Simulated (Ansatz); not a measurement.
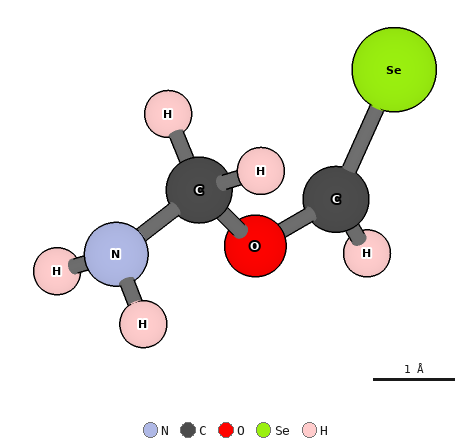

*The structure as given in the input (ball-and-stick view, seen at a tilt).*

## Run report: C$_{2}$H$_{5}$NOSe, nudged elastic band (part 1 of 2)

System: C$_{2}$H$_{5}$NOSe.
Method: RKS B3LYP/def2-SVP (Ansatz 0.2.0).

One setting was made poor on purpose. It belongs to a series of runs on one base structure; here: band between the two ends.

The input:
```yaml
crystal:
  periodic: [false, false, false]
  atoms:
    - { symbol: "N", position_ang: [-0.026696, 1.14703, 1.432997] }
    - { symbol: C, position_ang: [-0.249615, 0.605669, 0.156281] }
    - { symbol: O, position_ang: [0.384941, -0.72327, 0.020734] }
    - { symbol: C, position_ang: [0.29585, -1.393624, -1.104482] }
    - { symbol: Se, position_ang: [-0.526372, -0.941204, -2.622943] }
    - { symbol: H, position_ang: [0.957491, 1.312992, 1.632674] }
    - { symbol: H, position_ang: [-0.433941, 0.590945, 2.181975] }
    - { symbol: H, position_ang: [-1.321724, 0.463643, -0.047405] }
    - { symbol: H, position_ang: [0.174712, 1.238895, -0.637423] }
    - { symbol: H, position_ang: [0.828554, -2.352175, -1.009509] }
basis:
  gaussian: { orbitals: def2-SVP }
hamiltonian:
  xc: b3lyp
neb:
  order_check: false
  images: 9
  f_tol: 0.05
  max_iterations: 60
  initial_path: linear
  final_atoms:
    - { symbol: "N", position_ang: [-0.02793808, 1.14645412, 1.43345124] }
    - { symbol: C, position_ang: [-0.24781125, 0.60664126, 0.15547681] }
    - { symbol: O, position_ang: [0.38781157, -0.72163472, 0.01972686] }
    - { symbol: C, position_ang: [0.29579873, -1.39364937, -1.10418635] }
    - { symbol: Se, position_ang: [-0.53152359, -0.94388967, -2.62087729] }
    - { symbol: H, position_ang: [-0.43699398, 0.58919692, 2.18055146] }
    - { symbol: H, position_ang: [0.95581111, 1.31178943, 1.63576186] }
    - { symbol: H, position_ang: [-1.31940702, 0.46444327, -0.05071955] }
    - { symbol: H, position_ang: [0.17796775, 1.2412111, -0.63641591] }
    - { symbol: H, position_ang: [0.82948477, -2.35166134, -1.00987014] }
```

Hardware: 2 threads of Intel Xeon (Granite Rapids), 16 GiB of memory available, shared host.

Launch command:
```bash
ansatz run input.yaml --threads 2 --pin off --max-ram 3072MiB --backend cpu --events-out ev --progress --plain --runs-dir out
```

Output:
```
Engine: ansatz 0.2.0, x86_64-unknown-linux-gnu
Functional definition: B3LYP
  parameter a0 = 0.2
  parameter ax = 0.72
  parameter ac = 0.81
  exchange = (1 - a0 - ax)*slater_x + ax*b88_x + a0*exact_x
  correlation = (1 - ac)*vwn_rpa_c + ac*lyp_c
1240 factors; integrals over basis functions are off by at most 3.8e-4 eV
mean field evaluation 1: about -71024.2949 eV, gradient 5.3e1 eV
mean field evaluation 2: about -71016.5510 eV, gradient 7.7e1 eV
mean field evaluation 4: about -71030.1048 eV, gradient 5.4e0 eV
mean field evaluation 8: about -71030.1965 eV, gradient 1.9e-1 eV
mean field evaluation 16: about -71030.1966 eV, gradient 3.9e-5 eV
mean field -71030.19662550 eV, -2610.3115799905 hartree, gradient 3.9e-5 eV, S^2 0.000000; 0 other end points of the search recorded, 0 dependent functions left out
the calculation of the forces begins
reference -71030.19686708 eV, -2610.3115888687 hartree; 33, 33 occupied and 80, 80 virtual orbitals, 1240 factors
1240 factors; integrals over basis functions are off by at most 5.7e-4 eV
mean field evaluation 32: about -71030.1966 eV, gradient 3.9e-5 eV
mean field -71030.19663131 eV, -2610.3115802042 hartree, gradient 3.9e-5 eV, S^2 0.000000; 0 other end points of the search recorded, 0 dependent functions left out
[... from here on the field's lines of each further geometry are left out, up to the last ...]
NEB iter   1: max|band force component| = 2.521e0 eV/Å  barrier→ = 0.7028 eV  barrier← = 0.7028 eV  Δτ_max = 0.0949 Å  (303 SCF iters)
NEB iter   2: max|band force component| = 1.196e0 eV/Å  barrier→ = 0.5677 eV  barrier← = 0.5677 eV  Δτ_max = 0.1994 Å  (280 SCF iters)
NEB iter   3: max|band force component| = 1.800e0 eV/Å  barrier→ = 0.5930 eV  barrier← = 0.5930 eV  Δτ_max = 0.1008 Å  (294 SCF iters)
NEB iter   4: max|band force component| = 5.388e-1 eV/Å  barrier→ = 0.5265 eV  barrier← = 0.5265 eV  Δτ_max = 0.0974 Å  (273 SCF iters)
NEB iter   5: max|band force component| = 3.918e-1 eV/Å  barrier→ = 0.5243 eV  barrier← = 0.5243 eV  CI = image 5  Δτ_max = 0.0246 Å  (271 SCF iters)
NEB iter   6: max|band force component| = 3.672e-1 eV/Å  barrier→ = 0.5223 eV  barrier← = 0.5223 eV  CI = image 5  Δτ_max = 0.1976 Å  (256 SCF iters)
NEB iter   7: max|band force component| = 5.484e-1 eV/Å  barrier→ = 0.5221 eV  barrier← = 0.5221 eV  CI = image 5  Δτ_max = 0.0314 Å  (276 SCF iters)
NEB iter   8: max|band force component| = 2.530e-1 eV/Å  barrier→ = 0.5220 eV  barrier← = 0.5220 eV  CI = image 5  Δτ_max = 0.1014 Å  (249 SCF iters)
NEB iter   9: max|band force component| = 2.388e0 eV/Å  barrier→ = 0.5933 eV  barrier← = 0.5933 eV  CI = image 3  Δτ_max = 0.0504 Å  (262 SCF iters)
NEB iter  10: max|band force component| = 1.121e0 eV/Å  barrier→ = 0.5219 eV  barrier← = 0.5219 eV  CI = image 5  Δτ_max = 0.0999 Å  (266 SCF iters)
NEB iter  11: max|band force component| = 1.967e0 eV/Å  barrier→ = 0.5790 eV  barrier← = 0.5790 eV  CI = image 7  Δτ_max = 0.0507 Å  (274 SCF iters)
NEB iter  12: max|band force component| = 1.444e0 eV/Å  barrier→ = 0.5267 eV  barrier← = 0.5267 eV  CI = image 5  Δτ_max = 0.0996 Å  (278 SCF iters)
NEB iter  13: max|band force component| = 4.927e-1 eV/Å  barrier→ = 0.5220 eV  barrier← = 0.5220 eV  CI = image 5  Δτ_max = 0.1958 Å  (273 SCF iters)
NEB iter  14: max|band force component| = 5.776e-1 eV/Å  barrier→ = 0.5220 eV  barrier← = 0.5220 eV  CI = image 5  Δτ_max = 0.0811 Å  (252 SCF iters)
NEB iter  15: max|band force component| = 3.440e-1 eV/Å  barrier→ = 0.5219 eV  barrier← = 0.5219 eV  CI = image 5  Δτ_max = 0.0990 Å  (266 SCF iters)
NEB iter  16: max|band force component| = 1.349e0 eV/Å  barrier→ = 0.5219 eV  barrier← = 0.5219 eV  CI = image 5  Δτ_max = 0.0505 Å  (250 SCF iters)
NEB iter  17: max|band force component| = 6.391e-1 eV/Å  barrier→ = 0.5218 eV  barrier← = 0.5218 eV  CI = image 5  Δτ_max = 0.1002 Å  (254 SCF iters)
NEB iter  18: max|band force component| = 1.221e0 eV/Å  barrier→ = 0.5215 eV  barrier← = 0.5215 eV  CI = image 5  Δτ_max = 0.0501 Å  (268 SCF iters)
NEB iter  19: max|band force component| = 4.994e-1 eV/Å  barrier→ = 0.5203 eV  barrier← = 0.5203 eV  CI = image 5  Δτ_max = 0.0767 Å  (268 SCF iters)
NEB iter  20: max|band force component| = 1.690e-1 eV/Å  barrier→ = 0.5173 eV  barrier← = 0.5174 eV  CI = image 5  Δτ_max = 0.0632 Å  (268 SCF iters)
NEB iter  21: max|band force component| = 2.327e-1 eV/Å  barrier→ = 0.5110 eV  barrier← = 0.5111 eV  CI = image 5  Δτ_max = 0.0317 Å  (262 SCF iters)
NEB iter  22: max|band force component| = 1.498e-1 eV/Å  barrier→ = 0.5056 eV  barrier← = 0.5056 eV  CI = image 5  Δτ_max = 0.0635 Å  (257 SCF iters)
NEB iter  23: max|band force component| = 2.043e-1 eV/Å  barrier→ = 0.4930 eV  barrier← = 0.4930 eV  CI = image 5  Δτ_max = 0.0634 Å  (265 SCF iters)
NEB iter  24: max|band force component| = 2.632e-1 eV/Å  barrier→ = 0.4758 eV  barrier← = 0.4758 eV  CI = image 5  Δτ_max = 0.0317 Å  (264 SCF iters)
NEB iter  25: max|band force component| = 3.272e-1 eV/Å  barrier→ = 0.4662 eV  barrier← = 0.4662 eV  CI = image 5  Δτ_max = 0.0158 Å  (254 SCF iters)
NEB iter  26: max|band force component| = 3.035e-1 eV/Å  barrier→ = 0.4609 eV  barrier← = 0.4609 eV  CI = image 5  Δτ_max = 0.0317 Å  (254 SCF iters)
NEB iter  27: max|band force component| = 4.453e-1 eV/Å  barrier→ = 0.4498 eV  barrier← = 0.4498 eV  CI = image 5  Δτ_max = 0.0159 Å  (258 SCF iters)
NEB iter  28: max|band force component| = 3.449e-1 eV/Å  barrier→ = 0.4437 eV  barrier← = 0.4437 eV  CI = image 5  Δτ_max = 0.0317 Å  (247 SCF iters)
NEB iter  29: max|band force component| = 3.744e-1 eV/Å  barrier→ = 0.4310 eV  barrier← = 0.4310 eV  CI = image 5  Δτ_max = 0.0633 Å  (257 SCF iters)
NEB iter  30: max|band force component| = 4.364e-1 eV/Å  barrier→ = 0.4027 eV  barrier← = 0.4027 eV  CI = image 5  Δτ_max = 0.1260 Å  (266 SCF iters)
NEB iter  31: max|band force component| = 1.386e0 eV/Å  barrier→ = 0.5575 eV  barrier← = 0.5575 eV  CI = image 8  Δτ_max = 0.0639 Å  (277 SCF iters)
NEB iter  32: max|band force component| = 1.414e0 eV/Å  barrier→ = 0.4460 eV  barrier← = 0.4460 eV  CI = image 8  Δτ_max = 0.1265 Å  (278 SCF iters)
NEB iter  33: max|band force component| = 1.495e0 eV/Å  barrier→ = 0.3742 eV  barrier← = 0.3742 eV  CI = image 8  Δτ_max = 0.0636 Å  (273 SCF iters)
NEB iter  34: max|band force component| = 1.537e0 eV/Å  barrier→ = 0.3734 eV  barrier← = 0.3734 eV  CI = image 8  Δτ_max = 0.1270 Å  (269 SCF iters)
NEB iter  35: max|band force component| = 1.320e0 eV/Å  barrier→ = 0.3595 eV  barrier← = 0.3595 eV  CI = image 8  Δτ_max = 0.1265 Å  (274 SCF iters)
NEB iter  36: max|band force component| = 7.891e-1 eV/Å  barrier→ = 0.3552 eV  barrier← = 0.3552 eV  CI = image 8  Δτ_max = 0.1968 Å  (280 SCF iters)
NEB iter  37: max|band force component| = 8.913e-1 eV/Å  barrier→ = 0.3734 eV  barrier← = 0.3734 eV  CI = image 4  Δτ_max = 0.1002 Å  (271 SCF iters)
NEB iter  38: max|band force component| = 8.657e-1 eV/Å  barrier→ = 0.3613 eV  barrier← = 0.3613 eV  CI = image 8  Δτ_max = 0.1001 Å  (278 SCF iters)
NEB iter  39: max|band force component| = 6.362e-1 eV/Å  barrier→ = 0.3544 eV  barrier← = 0.3544 eV  CI = image 8  Δτ_max = 0.1962 Å  (277 SCF iters)
NEB iter  40: max|band force component| = 1.653e0 eV/Å  barrier→ = 0.4517 eV  barrier← = 0.4517 eV  CI = image 4  Δτ_max = 0.0998 Å  (271 SCF iters)
NEB iter  41: max|band force component| = 1.459e0 eV/Å  barrier→ = 0.3629 eV  barrier← = 0.3629 eV  CI = image 8  Δτ_max = 0.1002 Å  (272 SCF iters)
NEB iter  42: max|band force component| = 5.935e-1 eV/Å  barrier→ = 0.3547 eV  barrier← = 0.3547 eV  CI = image 8  Δτ_max = 0.1978 Å  (270 SCF iters)
NEB iter  43: max|band force component| = 4.600e0 eV/Å  barrier→ = 1.2063 eV  barrier← = 1.2063 eV  CI = image 9  Δτ_max = 0.0999 Å  (278 SCF iters)
NEB iter  44: max|band force component| = 2.599e0 eV/Å  barrier→ = 0.6303 eV  barrier← = 0.6303 eV  CI = image 9  Δτ_max = 0.1996 Å  (279 SCF iters)
NEB iter  45: max|band force component| = 9.912e-1 eV/Å  barrier→ = 0.3628 eV  barrier← = 0.3628 eV  CI = image 7  Δτ_max = 0.1635 Å  (279 SCF iters)
NEB iter  46: max|band force component| = 8.286e-1 eV/Å  barrier→ = 0.3559 eV  barrier← = 0.3559 eV  CI = image 7  Δτ_max = 0.0598 Å  (265 SCF iters)
NEB iter  47: max|band force component| = 5.434e-1 eV/Å  barrier→ = 0.3541 eV  barrier← = 0.3542 eV  CI = image 7  Δτ_max = 0.1814 Å  (262 SCF iters)
NEB iter  48: max|band force component| = 3.643e-1 eV/Å  barrier→ = 0.3544 eV  barrier← = 0.3544 eV  CI = image 7  Δτ_max = 0.0598 Å  (261 SCF iters)
NEB iter  49: max|band force component| = 5.204e-1 eV/Å  barrier→ = 0.3546 eV  barrier← = 0.3546 eV  CI = image 7  Δτ_max = 0.0302 Å  (264 SCF iters)
NEB iter  50: max|band force component| = 2.287e-1 eV/Å  barrier→ = 0.3544 eV  barrier← = 0.3544 eV  CI = image 7  Δτ_max = 0.0603 Å  (250 SCF iters)
NEB iter  51: max|band force component| = 3.816e-1 eV/Å  barrier→ = 0.3543 eV  barrier← = 0.3544 eV  CI = image 7  Δτ_max = 0.0302 Å  (265 SCF iters)
NEB iter  52: max|band force component| = 3.807e-1 eV/Å  barrier→ = 0.3543 eV  barrier← = 0.3543 eV  CI = image 7  Δτ_max = 0.0151 Å  (243 SCF iters)
NEB iter  53: max|band force component| = 1.766e-1 eV/Å  barrier→ = 0.3543 eV  barrier← = 0.3543 eV  CI = image 7  Δτ_max = 0.0302 Å  (247 SCF iters)
the calculation of the forces begins
reference -71030.12315726 eV, -2610.3088800826 hartree; 33, 33 occupied and 80, 80 virtual orbitals, 1240 factors
1240 factors; integrals over basis functions are off by at most 4.4e-4 eV
mean field evaluation 3232: about -71029.8423 eV, gradient 4.9e-2 eV
mean field -71029.84229053 eV, -2610.2985584208 hartree, gradient 3.0e-5 eV, S^2 0.000000; 1 other end points of the search recorded, 0 dependent functions left out
the calculation of the forces begins
reference -71029.84252721 eV, -2610.2985671186 hartree; 33, 33 occupied and 80, 80 virtual orbitals, 1240 factors
NEB iter  54: max|band force component| = 4.914e-2 eV/Å  barrier→ = 0.3543 eV  barrier← = 0.3543 eV  CI = image 7  Δτ_max = 0.0000 Å  (496 SCF iters)
```

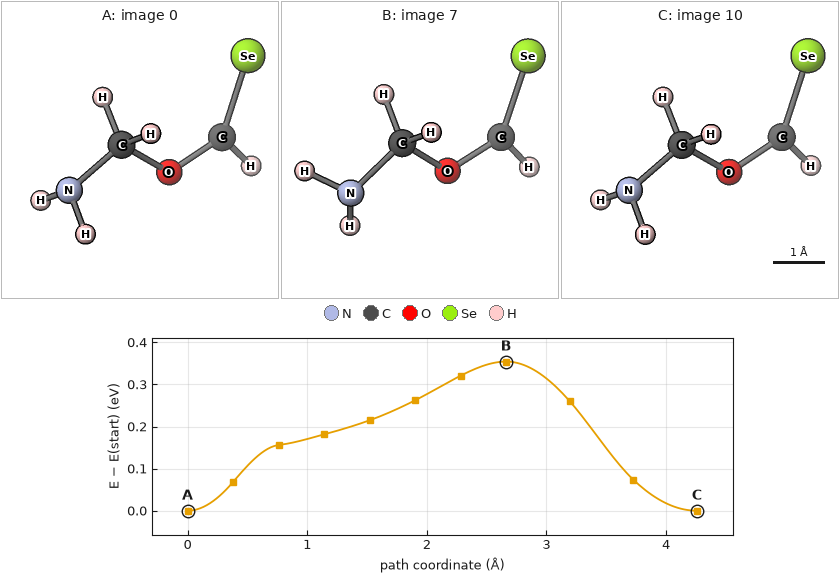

*Images of the last band (counted from 0; ball-and-stick, seen at a tilt) above the energy along the path; the line is a cubic interpolation that uses the forces.*

The highest image is number 7, 0.354 eV above the start and 0.354 eV above the end (the climbing image); start and end have the same energy. The path is 4.26 Å long. The band converged in 54 iterations.
